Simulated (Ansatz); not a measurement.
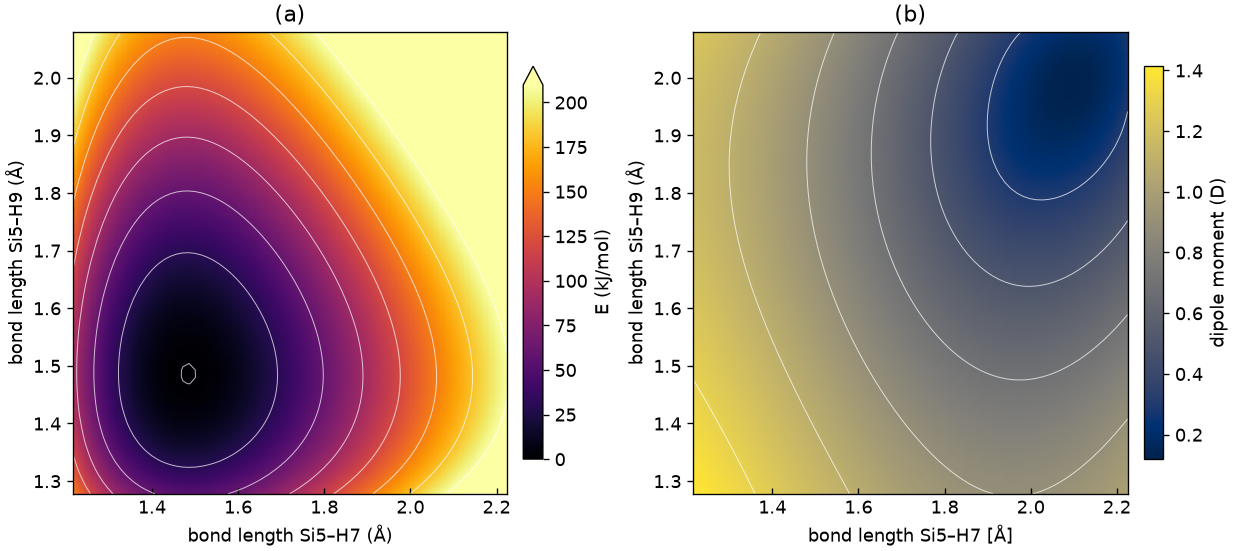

CH₄Cl₂OSi, SMILES [SiH3]OC(Cl)Cl. Coordinates scanned: (1) bond length Si5–H7; (2) bond length Si5–H9. Nothing is relaxed (all other coordinates rigid). Grid: 9 × 9 points. Points are written as (first, second). Energies are in kJ/mol, from the lowest grid point. The reference is spin-restricted, which grows unreliable where a bond is stretched far. Method: Ansatz, RKS wB97X-V/def2-SVP.

Panel (a) is the energy and panel (b) the computed dipole moment on the same grid.

In the figure: a smooth colour map with a few white contour lines, one colour for all values above the top of the scale. Between grid points the surface is interpolated.

How does the dipole moment vary over the map, and what is it at the lowest grid point?

Leaving out the highest fifth of the energies, it runs from 0.22 D at (1.972 Å, 1.880 Å) to 1.41 D at (1.216 Å, 1.278 Å). At the lowest grid point, (1.468 Å, 1.478 Å), it is 1.07 D.
